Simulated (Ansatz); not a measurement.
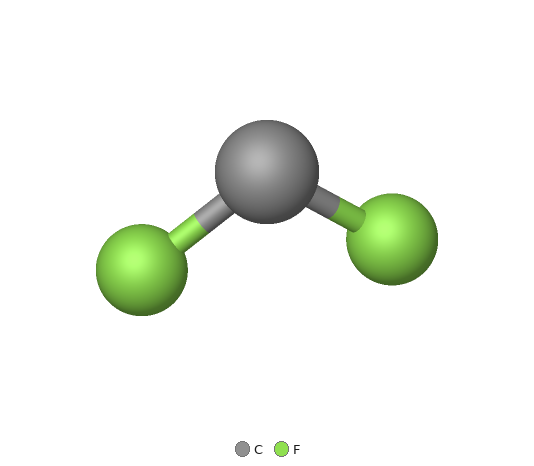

The computed structure is the end point of a PBE0-D4/def2-TZVP optimisation. Level of theory: RKS PBE0-D4/def2-TZVPP (Ansatz 0.2.0).

What is the HOMO energy (Kohn–Sham orbital)?

−8.77 eV.

What is the LUMO energy (Kohn–Sham orbital)?

−2.24 eV.
